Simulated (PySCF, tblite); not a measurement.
# C6H4AlF3: dynamics, then NMR shifts on frames, part 2 of 2

tblite 0.8.0 and PySCF 2.14.0. Atoms count from 0. The steps go on from the part before.

## Step 6: Shielding tensors: 800 fs, PBE0/pcSseg-1

Job settings and geometry (Å):

```
{"job": {"kind": "nmr", "xc": "PBE0", "basis": "pcSseg-1", "pop": false}, "charge": 0, "multiplicity": 1}
C     -1.712100    -2.159000     2.216300
C     -0.717000    -2.279800     1.463700
C      0.211200    -1.748000     0.573300
C      0.701400    -0.464200     0.499400
Al     2.081000     0.451600    -0.675000
C      0.053600     0.673100     1.210000
F     -0.472000     0.477700     2.451300
C      0.260100     1.864900     0.769500
F      0.367000     3.055300     1.427500
F      0.734900     1.992800    -0.565900
H     -2.503200    -2.499600     2.793900
H      0.953200    -2.482400     0.355800
H      3.457400     0.796400    -0.052100
H      2.025900     0.207900    -2.165700
```

With the program's defaults for keys left out, this is: GIAO PBE0/pcSseg-1 NMR shielding, non-relativistic, gas phase.

What it wrote:

```text
coarse grid: 13880 points
cycle   1  E = -771.8404539550  dE =  1.548e+00  |g| = 8.077e-01  |ddm| = 3.799e+00
cycle   2  E = -771.5329850072  dE =  3.075e-01  |g| = 1.471e+00  |ddm| = 1.900e+00
cycle   3  E = -771.9770604080  dE = -4.441e-01  |g| = 1.283e-01  |ddm| = 1.333e+00
cycle   4  E = -771.9778178075  dE = -7.574e-04  |g| = 1.188e-01  |ddm| = 2.218e-01
cycle   5  E = -771.9811932444  dE = -3.375e-03  |g| = 2.353e-02  |ddm| = 1.120e-01
cycle   6  E = -771.9813088268  dE = -1.156e-04  |g| = 9.932e-03  |ddm| = 2.934e-02
cycle   7  E = -771.9813292833  dE = -2.046e-05  |g| = 3.649e-03  |ddm| = 9.378e-03
cycle   8  E = -771.9813323647  dE = -3.081e-06  |g| = 1.583e-03  |ddm| = 3.960e-03
final grid: 135440 points
cycle   9  E = -772.0620722920  dE = -4.260e-05  |g| = 7.586e-03  |ddm| = 2.950e-02
cycle  10  E = -772.0620542371  dE =  1.805e-05  |g| = 1.238e-02  |ddm| = 1.567e-02
cycle  11  E = -772.0620828538  dE = -2.862e-05  |g| = 2.677e-03  |ddm| = 9.150e-03
cycle  12  E = -772.0620846052  dE = -1.751e-06  |g| = 8.846e-04  |ddm| = 2.501e-03
cycle  13  E = -772.0620847809  dE = -1.758e-07  |g| = 1.694e-04  |ddm| = 7.295e-04
cycle  14  E = -772.0620847856  dE = -4.685e-09  |g| = 7.391e-05  |ddm| = 2.163e-04
cycle  15  E = -772.0620847870  dE = -1.395e-09  |g| = 2.580e-05  |ddm| = 9.528e-05
cycle  16  E = -772.0620847872  dE = -1.560e-10  |g| = 6.392e-06  |ddm| = 2.568e-05
converged SCF energy = -772.0620847872

GIAO shielding tensors (ppm)
atom      isotropic    diamagn.    paramagn.     s11        s22        s33       span
  0 C       56.291     257.813    -201.522      5.729     28.869    134.276    128.547
  1 C       89.967     271.535    -181.568    -26.373     -9.074    305.348    331.720
  2 C       48.874     247.198    -198.324    -50.997     33.233    164.385    215.382
  3 C       12.293     264.728    -252.435   -105.228     -8.629    150.735    255.963
  4 Al     364.906     795.367    -430.460    296.331    394.231    404.157    107.826
  5 C       39.289     252.765    -213.476      3.726     34.176     79.966     76.241
  6 F      339.837     472.966    -133.129    267.323    300.622    451.566    184.243
  7 C        3.209     253.408    -250.198    -47.598     10.364     46.862     94.461
  8 F      254.979     469.987    -215.008    207.134    267.838    289.965     82.831
  9 F      306.056     476.836    -170.780    207.487    348.483    362.198    154.711
 10 H       27.549      30.732      -3.183     24.676     25.664     32.308      7.632
 11 H       26.221      27.947      -1.725     22.887     26.855     28.923      6.036
 12 H       26.722      28.460      -1.738     24.154     25.026     30.986      6.832
 13 H       27.332      29.879      -2.547     24.553     25.281     32.162      7.610
```

Wall time 32 s (1 thread of Arm Neoverse V1, shared host); peak memory 0.89 GiB.

Key values: δ C7 183.7, C3 174.6, C5 147.6, C2 138.1, H11 5.50, H12 4.99 ppm.

## Step 7: NMR shieldings: 1000 fs, PBE0/pcSseg-1

Job settings and geometry (Å):

```
{"job": {"kind": "nmr", "xc": "PBE0", "basis": "pcSseg-1", "pop": false}, "charge": 0, "multiplicity": 1}
C     -1.568200    -2.463100     2.172400
C     -0.801600    -2.103400     1.296900
C      0.141000    -1.587000     0.389000
C      0.580700    -0.240500     0.478300
Al     1.865000     0.171200    -0.940300
C      0.021700     0.741000     1.571200
F     -0.570000     0.260500     2.739800
C      0.304500     1.973500     1.290600
F      0.227000     3.101500     1.993900
F      0.744200     2.130100     0.000600
H     -2.036400    -3.037000     2.906300
H      0.909700    -2.258800    -0.202000
H      2.767900     1.502000    -0.958100
H      1.657400    -0.610200    -2.388100
```

Level: GIAO PBE0/pcSseg-1 NMR shielding, non-relativistic, gas phase.

What it wrote:

```text
coarse grid: 13880 points
cycle   1  E = -771.8502272934  dE =  1.338e+00  |g| = 7.983e-01  |ddm| = 3.803e+00
cycle   2  E = -771.6588106328  dE =  1.914e-01  |g| = 1.306e+00  |ddm| = 1.613e+00
cycle   3  E = -771.9719520920  dE = -3.131e-01  |g| = 1.630e-01  |ddm| = 1.076e+00
cycle   4  E = -771.9753393377  dE = -3.387e-03  |g| = 1.095e-01  |ddm| = 2.273e-01
cycle   5  E = -771.9780905475  dE = -2.751e-03  |g| = 2.769e-02  |ddm| = 1.015e-01
cycle   6  E = -771.9782569289  dE = -1.664e-04  |g| = 1.106e-02  |ddm| = 3.124e-02
cycle   7  E = -771.9782826832  dE = -2.575e-05  |g| = 4.430e-03  |ddm| = 9.679e-03
cycle   8  E = -771.9782876789  dE = -4.996e-06  |g| = 9.810e-04  |ddm| = 4.912e-03
final grid: 135440 points
cycle   9  E = -772.0593675329  dE = -4.316e-05  |g| = 7.517e-03  |ddm| = 3.968e-02
cycle  10  E = -772.0593505656  dE =  1.697e-05  |g| = 1.230e-02  |ddm| = 1.658e-02
cycle  11  E = -772.0593786106  dE = -2.804e-05  |g| = 2.027e-03  |ddm| = 9.609e-03
cycle  12  E = -772.0593795015  dE = -8.910e-07  |g| = 8.041e-04  |ddm| = 1.886e-03
cycle  13  E = -772.0593796600  dE = -1.585e-07  |g| = 1.707e-04  |ddm| = 6.664e-04
cycle  14  E = -772.0593796658  dE = -5.843e-09  |g| = 5.908e-05  |ddm| = 1.984e-04
cycle  15  E = -772.0593796666  dE = -7.476e-10  |g| = 2.691e-05  |ddm| = 7.805e-05
converged SCF energy = -772.0593796666

GIAO shielding tensors (ppm)
atom      isotropic    diamagn.    paramagn.     s11        s22        s33       span
  0 C       74.341     258.315    -183.974     33.705     41.879    147.440    113.735
  1 C       97.228     255.321    -158.093     -6.119     -1.976    299.780    305.900
  2 C       27.934     256.620    -228.686   -100.390     39.215    144.978    245.368
  3 C      -10.141     260.957    -271.098   -146.156    -15.828    131.562    277.718
  4 Al     327.782     795.153    -467.371    252.857    343.252    387.236    134.379
  5 C       36.294     251.528    -215.234     -0.780     42.403     67.260     68.040
  6 F      332.634     471.679    -139.045    283.980    314.726    399.195    115.216
  7 C       20.406     253.048    -232.642    -39.056     40.711     59.564     98.620
  8 F      276.774     468.482    -191.708    251.477    285.760    293.085     41.608
  9 F      255.920     480.368    -224.448    157.174    293.565    317.022    159.849
 10 H       27.406      31.906      -4.499     24.580     25.464     32.174      7.594
 11 H       23.336      27.191      -3.855     20.002     22.609     27.398      7.396
 12 H       25.724      28.444      -2.719     22.075     26.364     28.734      6.659
 13 H       25.464      27.990      -2.526     23.196     24.332     28.864      5.668
```

It took 31 s on 1 thread of Arm Neoverse V1, shared host; peak memory 0.89 GiB.

In short: δ C3 197.1, C7 166.5, C2 159.0, C5 150.6, H11 8.38, H13 6.25 ppm.

## Step 8: Comparing the runs: NMR shifts

Shifts (ppm) of some atoms, chosen among heavy atoms and hydrogens apart, with basis size and wall time:

```csv
frame,C3,C2,H11,H13,Al4,F9,F6,functions,time
250 fs,155.2,122.7,6.02,4.88,110.2,-137.1,-180.4,197,39 s
425 fs,158.1,131.1,6.05,4.64,101.7,-121.0,-163.6,197,30 s
625 fs,162.8,144.1,7.67,4.82,105.1,-139.5,-139.2,197,31 s
800 fs,174.6,138.1,5.50,4.38,125.1,-135.1,-168.9,197,32 s
1000 fs,197.1,159.0,8.38,6.25,162.2,-85.0,-161.7,197,31 s
```

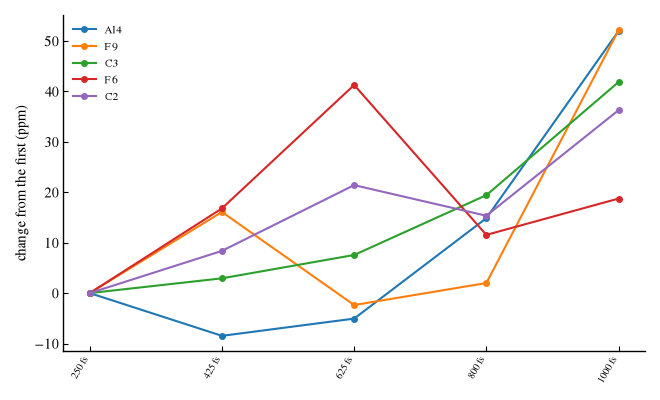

How five of the tabulated atoms move from run to run.

## Step 9: Summary of results

What follows sums up all 2 parts.

```
                                         quantity                                        value
                                       thermostat                                        600 K
                    mean temperature, second half                                        587 K
          mean potential energy above the minimum                                      0.94 eV
   13C shifts against TMS (PBE0/pcSseg-1, 250 fs)  181.1, 155.2, 144.7, 122.7, 104.1, 87.1 ppm
    1H shifts against TMS (PBE0/pcSseg-1, 250 fs)                   6.02, 4.91, 4.88, 4.36 ppm
27Al shifts against AlH4- (PBE0/pcSseg-1, 250 fs)                                    110.2 ppm
 19F shifts against CFCl3 (PBE0/pcSseg-1, 250 fs)                    -81.8, -137.1, -180.4 ppm
            surface potential, 1st and 99th percentile                           -0.82 V and 2.58 V
                        range of the shift of Al4                           101.7 to 162.2 ppm
```

What this shows: In the second half the potential energy averages 0.94 eV above the minimum; equipartition over 36 harmonic modes at 600 K would give 0.93 eV. With 14 atoms the temperature swings widely (261 to 904 K). Shifts at one fixed geometry are not the observed spectrum, which averages over the motion. In the first frame run (250 fs): The widest tensor belongs to C1: span 300 ppm, with a paramagnetic part of -151 ppm. At PBE0/pcSseg-1, counted by nearest atom on the grid, the HOMO lies on 4 C atoms about 18 % each; C1, C5 about 7 % each, the LUMO on C2, C3, C7 about 19 % each; C0 13 %. Across the 5 runs the shift of Al4 moves most, between 101.7 (425 fs) and 162.2 ppm (1000 fs).
